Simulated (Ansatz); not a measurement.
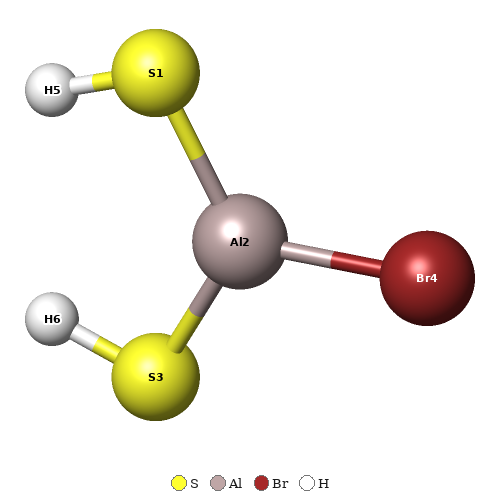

The system is AlBrH₂S₂ (SMILES [SH][Al]([SH])[Br]) with the probe Br-; the picture shows it without the atoms that are moved over the map. The probe is moved over a plane parallel to the molecule's main plane, 2.70 Å above it. First axis: x of the probe's Br atom. Second axis: y of the probe's Br atom. Nothing is relaxed (molecule and probe rigid). Grid: 11 × 11 points. At 2 points there is no value. Points are written as (first, second). Energies are in eV, from the lowest grid point. Energies and slopes of some neighbouring points disagree (a jump in structure or state, or too coarse a mesh). Computed with RHF/def2-SVPD (Ansatz).

Range: x of the probe's Br atom from −3.40 to 3.40 Å; y of the probe's Br atom from −3.40 to 3.40 Å.

Q: What will the energy surface look like?

A: The lowest grid point is at (0.00 Å, 0.00 Å) [nearest 1 Al at 2.70 Å]. The highest grid point, (−2.04 Å, −1.36 Å) [nearest 1 S at 2.72 Å], lies 1.83 eV above the lowest.

```tsv
y of the probe's Br atom ↓, x of the probe's Br atom →	−3.40	−2.72	−2.04	−1.36	−0.68	0.00	0.68	1.36	2.04	2.72	3.40
3.40	0.80	0.81	0.88	1.05	1.30	1.43	1.30	1.05	0.88	0.81	0.80
2.72	0.78	0.80	0.92	1.24	1.73	–	1.73	1.24	0.92	0.80	0.78
2.04	0.77	0.77	0.88	1.23	1.78	–	1.78	1.23	0.88	0.77	0.77
1.36	0.77	0.76	0.79	0.93	1.17	1.32	1.17	0.93	0.79	0.76	0.77
0.68	0.84	0.88	0.86	0.69	0.47	0.37	0.47	0.69	0.86	0.88	0.84
0.00	1.00	1.22	1.28	0.89	0.28	0.00	0.28	0.89	1.28	1.22	1.00
−0.68	1.15	1.57	1.81	1.37	0.54	0.15	0.54	1.37	1.81	1.57	1.15
−1.36	1.12	1.55	1.83	1.50	0.78	0.42	0.78	1.50	1.83	1.55	1.12
−2.04	0.93	1.18	1.35	1.16	0.72	0.49	0.72	1.16	1.35	1.18	0.93
−2.72	0.73	0.80	0.84	0.72	0.51	0.40	0.51	0.72	0.84	0.80	0.73
−3.40	0.61	0.59	0.55	0.47	0.37	0.32	0.37	0.47	0.55	0.59	0.61
```

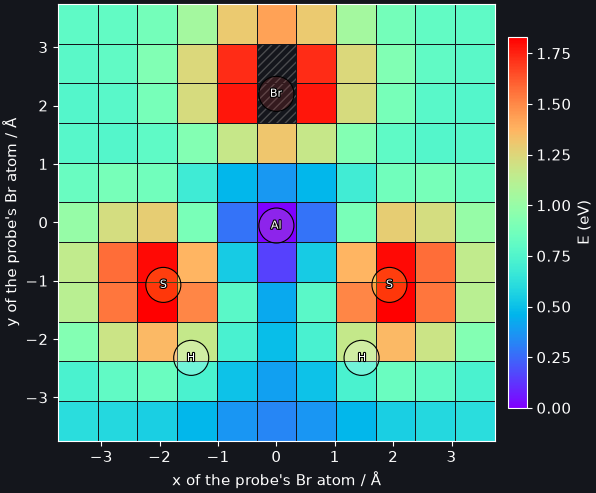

Drawn: one coloured cell a grid point, labelled circles for the molecule's atoms, projected on the plane, hatched blanks where no value was computed.

The whole map (119 points run) took 48 min on 1 thread of Arm Neoverse N1, on a shared host.
